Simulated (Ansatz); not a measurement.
```csv
atom,x (Å),y (Å),z (Å)
B,0.0000,0.0000,-0.6626
N,0.0000,0.0000,0.6626
```

Geometry: B3LYP/6-31G*.

These are results of isolated molecule in a Gaussian basis; Kohn-Sham density functional theory, functional PBE0 in Ansatz 0.2.0, not measurements.

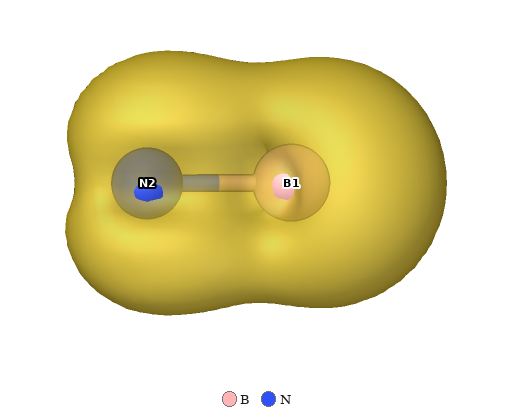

BN (SMILES B#N) (triplet). Isosurfaces of the spin density (α minus β) at +0.06 (yellow) and −0.06 e/Å³ (cyan), seen from one side.

Describe the spin distribution.

The unpaired spin (2 electrons) lies mostly on B1 (about 1.2) and N2 (about 0.8), in electrons by Hirshfeld's partition.
